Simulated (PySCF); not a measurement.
**H2Te, SMILES `[TeH2]`: what the electrons do**

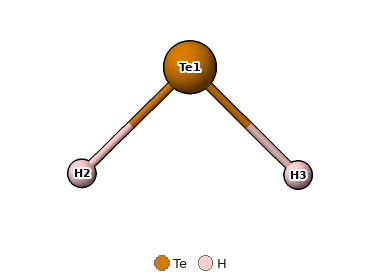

The molecule, with its atoms numbered as below. No frequency check shows the geometry to be a minimum.

Cartesian coordinates (Å):

```
Te1     -0.0438   -0.0000    0.0000
H2       1.1395   -1.1372    0.0000
H3       1.1371    1.1395    0.0000
```

## 1. Bonding charge

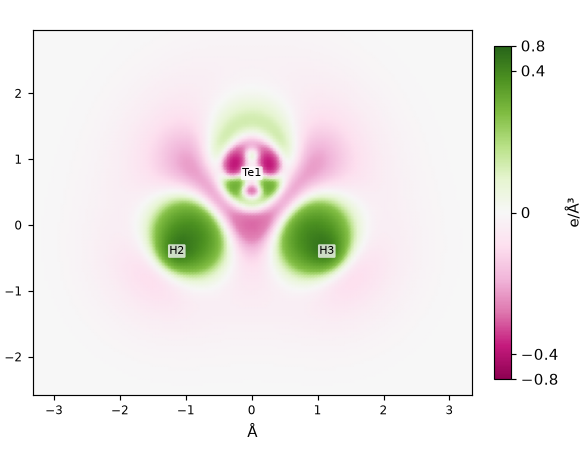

Deformation density (molecule less spherical, spin-averaged free atoms) in the molecular plane; colour scale in e/Å³, logarithmic beyond ±0.1; green: gain, pink: loss.

Method: PBE0/def2-TZVP; geometry: GFN2-xTB; program: PySCF. Core potentials replace the inner electrons of Te; spin–orbit coupling isn't included.

**How much density has each bond in this plane gained at its critical point, relative to the free atoms?**

Te1–H3 and Te1–H2: +0.21 e/Å³ at the bond critical point (bond length 1.64 Å, Mayer order 1.0). In all, 0.6 electrons gather in the regions of gain relative to the promolecule.

**Where do the Hirshfeld charges lie?**

The highest Hirshfeld charge is on Te1 (+0.02 e), the lowest on H2 and H3 (−0.01 e).

## 2. Bond critical points

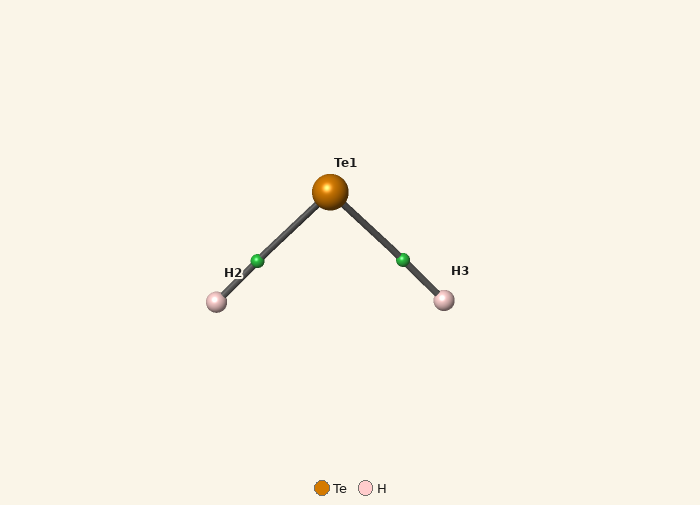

Molecular graph of the electron density (QTAIM): bond paths, bond critical points (green), ring points (magenta, if any); weak paths are dashed.

**How many critical points of each kind are there, and does the count close?**

3 nuclei, 2 bond, 0 ring and 0 cage critical points: 3 − 2 + 0 − 0 = 1, as the Poincaré–Hopf relation requires.

**Give the properties at the bond critical points.**

| bond | length (Å) | ρ (a.u.) | ∇²ρ (a.u.) | ε | H (a.u.) |
| --- | --- | --- | --- | --- | --- |
| Te1–H3 (2 alike) | 1.641 | 0.140 | −0.05 | 0.10 | −0.090 |

**What kind of interaction is Te1–H3?**

Shared-shell (covalent): ρ = 0.140, ∇²ρ = −0.05, H = −0.090 a.u.

## 3. Local ionisation energy

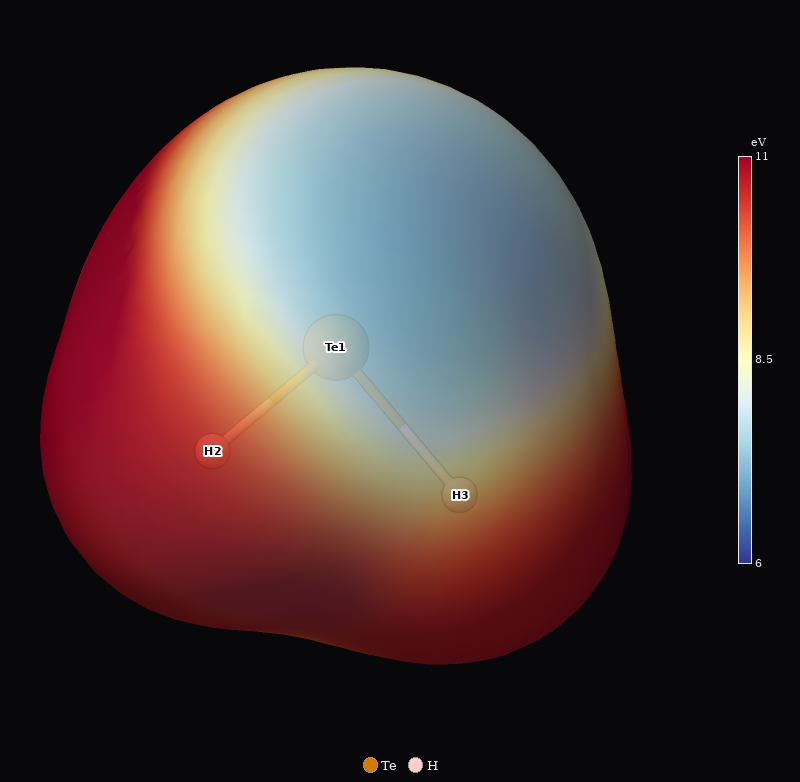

Average local ionisation energy on the surface of electron density 0.001 a.u.

**Locate the minima of the map.**

The lowest value is 7.0 eV, 2.6 Å from Te1, and at like points elsewhere. For comparison, the highest occupied orbital lies at −6.6 eV.

## 4. In an electric field

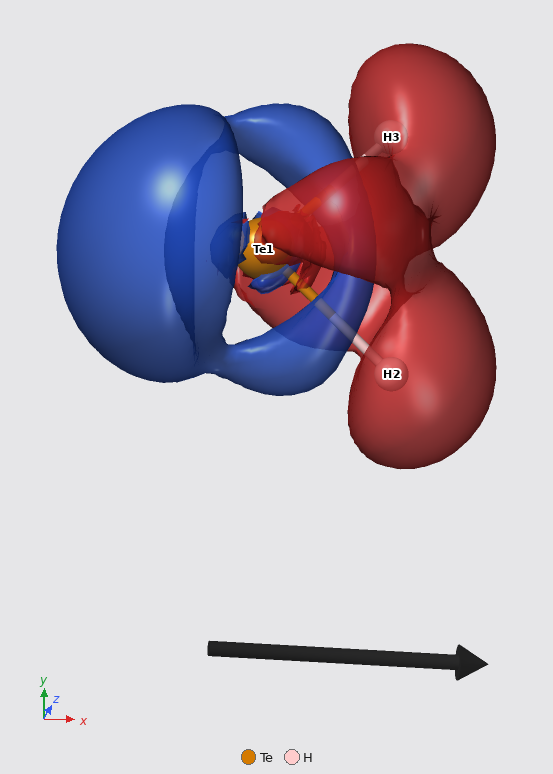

Change of the electron density in a uniform field of 0.21 V/Å along +x (arrow), surfaces at ±0.0015 e/Å³ (blue: gain, red: loss).

Computed with PySCF, PBE0/def2-TZVP, geometry: GFN2-xTB. Core potentials replace the inner electrons of Te; spin–orbit coupling isn't included. A basis without diffuse functions makes polarisabilities too small.

**How large is the response?**

The induced dipole is 0.37 D (along the field); α along this axis, from the fields in both directions, is 37 bohr³ (5.4 Å³).

**Which atoms gain and lose the most charge?**

Electrons gather most on Te1 (Hirshfeld charge changes by −0.020 e) and leave H2 and H3 alike most (+0.010 e); 0.035 electrons are displaced in all.

## 5. Removing or adding an electron

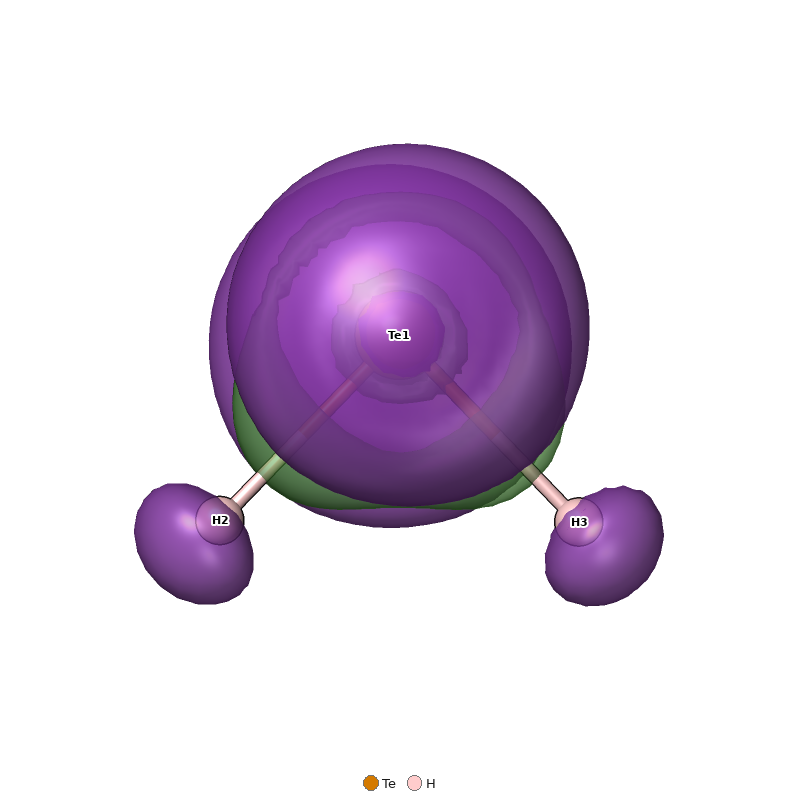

Fukui function f⁻ = ρ(N) − ρ(N−1) at fixed geometry, surfaces at ±0.03 e/Å³ (purple positive, green negative).

**On which atoms does the density change most on removal of an electron?**

f⁻ (Hirshfeld-condensed) is largest on Te1 (0.81); the vertical ionisation energy is 8.98 eV. Condensed values hint at sites of electrophilic attack but needn't mark the atom that reacts. Orbital relaxation makes it negative in places (0.08 e in all).

The PySCF runs shown took 6.6 s, 7.2 s and 30 s on 1 thread of Intel(R) Xeon(R) Platinum 8259CL CPU @ 2.50GHz (Skylake/Cascade Lake) (shared host).
